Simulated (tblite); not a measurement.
**Geometry relaxation of C$_{7}$H$_{9}$OPSi (part 4 of 4)**

The same run, continued: C$_{7}$H$_{9}$OPSi; GFN2-xTB geometry optimisation, gas phase (tblite 0.8.0). 

Geometry of the input (Å):
```
C  3.7120  -0.5595  -0.6608
C  2.5043  -1.1034  -0.7521
C  1.2822  -0.4256  -0.3812
Si 1.2208  1.3175  0.2223
P  -0.1548  -1.2430  -0.5322
C  -1.7921  -0.5691  -0.1519
C  -2.1587  0.5596  0.5559
C  -3.5362  0.6145  0.5650
O  -3.9721  -0.4360  -0.1139
C  -2.9815  -1.1512  -0.5444
H  4.5412  -1.1854  -0.9615
H  3.8934  0.4417  -0.3233
H  2.4314  -2.1395  -1.0896
H  2.5458  1.9239  0.0383
H  0.2004  2.0689  -0.4817
H  0.9549  1.3407  1.6952
H  -1.4821  1.2694  1.0319
H  -4.1796  1.3484  1.0204
H  -3.0392  -2.0625  -1.1286
```

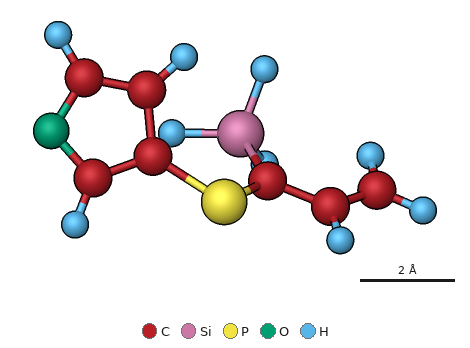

Figure 1. The geometry at step 101 of the log (ball-and-stick view, seen at a tilt).

Trajectory as extended XYZ, continued:
```
19
Properties=species:S:1:pos:R:3:forces:R:3 step=99 energy=-756.62980
C     3.5820   -0.5325   -0.2566    0.0010  -0.0010  -0.0030
C     2.4238   -1.1287   -0.5369    0.0010  -0.0020   0.0090
C     1.1163   -0.5236   -0.4284    0.0040   0.0010  -0.0030
Si    0.9811    1.3575   -0.2435    0.0040   0.0040   0.0040
P    -0.1606   -1.6384   -0.5883   -0.0020   0.0030  -0.0020
C    -1.6402   -0.6720   -0.2044   -0.0020   0.0010   0.0090
C    -1.9044    0.1168    0.9556   -0.0030  -0.0010   0.0050
C    -3.1916    0.5297    0.8421    0.0020   0.0090  -0.0070
O    -3.7489    0.0569   -0.2869   -0.0020  -0.0030   0.0030
C    -2.8156   -0.6799   -0.9051    0.0010  -0.0020   0.0040
H     4.5181   -1.0593   -0.3339   -0.0010   0.0010  -0.0010
H     3.6326    0.4909    0.0743    0.0020  -0.0010  -0.0060
H     2.4372   -2.1735   -0.8340   -0.0030   0.0020   0.0010
H     1.9816    1.9725   -1.1194   -0.0010   0.0010  -0.0040
H    -0.3372    1.8275   -0.6699    0.0040  -0.0030   0.0010
H     1.2236    1.7382    1.1528   -0.0020   0.0030   0.0000
H    -1.2201    0.3294    1.7511   -0.0020  -0.0070  -0.0050
H    -3.8051    1.1425    1.4729   -0.0030  -0.0070  -0.0030
H    -3.0825   -1.1449   -1.8337    0.0020   0.0050  -0.0030
19
Properties=species:S:1:pos:R:3:forces:R:3 step=101 energy=-756.62984
C     3.5824   -0.5323   -0.2569    0.0010  -0.0010   0.0020
C     2.4239   -1.1290   -0.5355    0.0020  -0.0030   0.0060
C     1.1164   -0.5238   -0.4273    0.0050  -0.0010  -0.0010
Si    0.9817    1.3573   -0.2439    0.0030   0.0050   0.0020
P    -0.1611   -1.6380   -0.5881    0.0030   0.0000  -0.0020
C    -1.6404   -0.6714   -0.2043   -0.0030  -0.0020   0.0040
C    -1.9051    0.1159    0.9565   -0.0010   0.0040  -0.0020
C    -3.1919    0.5298    0.8419   -0.0030  -0.0010   0.0030
O    -3.7492    0.0571   -0.2870    0.0060   0.0060   0.0020
C    -2.8155   -0.6787   -0.9057    0.0000  -0.0050   0.0050
H     4.5187   -1.0586   -0.3357   -0.0050   0.0020   0.0010
H     3.6327    0.4908    0.0751    0.0030  -0.0010  -0.0090
H     2.4377   -2.1739   -0.8321   -0.0050   0.0010  -0.0010
H     1.9814    1.9713   -1.1215    0.0000   0.0010  -0.0030
H    -0.3367    1.8266   -0.6704    0.0010  -0.0020   0.0010
H     1.2239    1.7402    1.1518   -0.0010   0.0020   0.0010
H    -1.2204    0.3273    1.7521   -0.0060  -0.0050  -0.0050
H    -3.8060    1.1410    1.4734   -0.0040  -0.0030  -0.0010
H    -3.0823   -1.1426   -1.8348    0.0040   0.0040  -0.0030
```

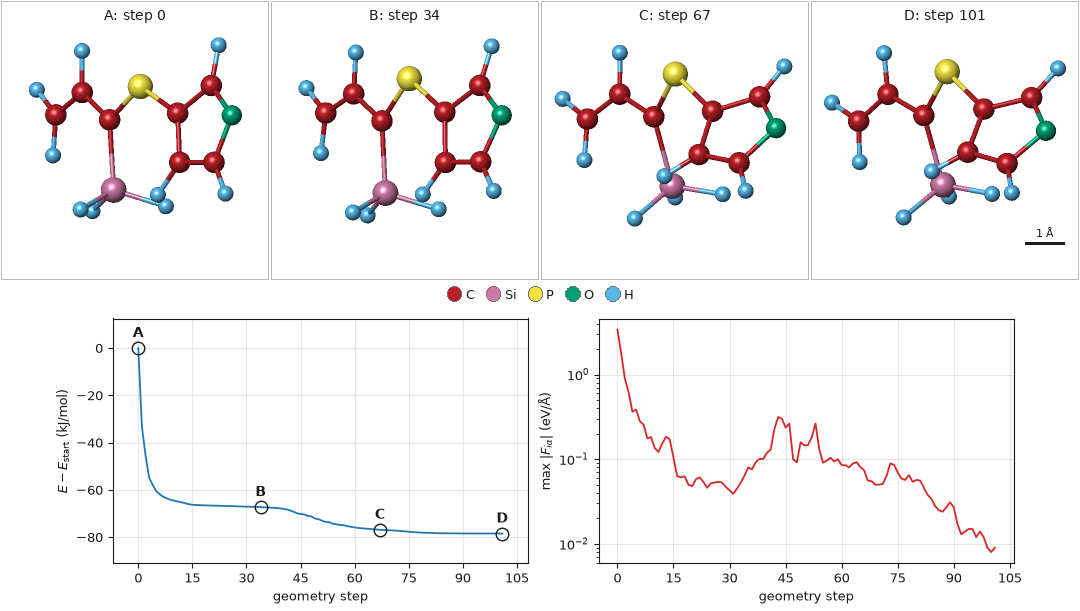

Figure 2. Frames of the relaxation (ball-and-stick view, seen at a tilt) above the curves, on which the letters mark them (steps are counted from 0).

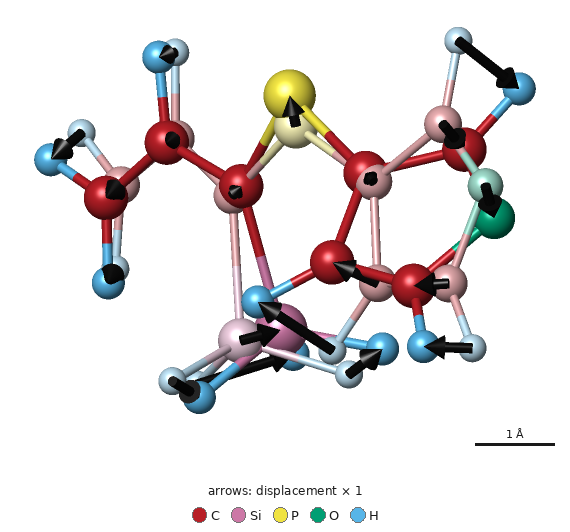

Figure 3. Start (faint) and end (solid) with the displacements as black arrows, at true length (ball-and-stick view, seen at a tilt). The two geometries are laid on each other by the best rigid fit. The energy falls by 78.5 kJ/mol in 101 geometry steps. Largest force component: 3.4 eV/Å at the start, 0.009 eV/Å at the end. The atom that moves furthest after the best rigid fit is H14 (1.31 Å). Largest moves by element: H 1.31 Å, C 0.65 Å, O 0.56 Å, Si 0.54 Å, P 0.40 Å. Among the contacts that change: C3–Si4 1.846 → 1.895 Å, C6–C7 1.382 → 1.427 Å, O9–C10 1.295 → 1.340 Å, C3–P5 1.660 → 1.703 Å. Among the angles that change: C3–P5–C6 125.5° → 104.1°, Si4–C3–P5 117.8° → 127.3°, O9–C10–H19 127.1° → 117.7°. (Atoms are counted from 1 in the order of the input.)
